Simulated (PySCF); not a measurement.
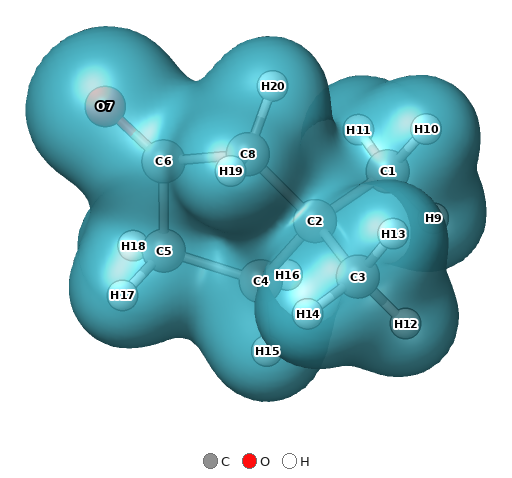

The picture shows: C7H12O (SMILES CC1(C)CCC(=O)C1). Isosurface of the total electron density at 0.1 e/Å³ (cyan), seen at a tilt.

Geometry: GFN2-xTB.

Computed with PySCF 2.14.0, CAM-B3LYP/pcSseg-1, SCF density, gas phase, non-relativistic.

```xyz
20

C    -1.7121   -0.2267    0.6746
C    -0.4688    0.1884   -0.1146
C    -0.8846    1.0946   -1.2739
C     0.2764   -1.0701   -0.6364
C     1.6819   -1.0669   -0.0372
C     1.6723   -0.0362    1.0663
O     2.4578    0.0334    1.9734
C     0.5236    0.9076    0.8139
H    -2.3931   -0.7928    0.0424
H    -2.2411    0.6494    1.0439
H    -1.4345   -0.8454    1.5253
H    -1.5893    0.5808   -1.9244
H    -1.3636    1.9966   -0.8988
H    -0.0191    1.3852   -1.8659
H     0.3124   -1.0704   -1.7252
H    -0.2583   -1.9683   -0.3280
H     2.4306   -0.7455   -0.7656
H     1.9953   -2.0387    0.3418
H     0.9407    1.7973    0.3353
H     0.0736    1.2277    1.7530
```

### How is the density connected at this value?

At this value the surface is in one piece. It bridges the sampled C–O (1.20 Å), C–C (1.51 Å), C–H (1.09 Å) and C–C (1.55 Å) contacts, where the density stays above the isovalue. On the grid the lowest density along these lines, outside the cores, is 2.9 e/Å³ (C–O, 1.20 Å), 1.7 e/Å³ (C–C, 1.51 Å), 1.9 e/Å³ (C–H, 1.09 Å) and 1.6 e/Å³ (C–C, 1.55 Å).
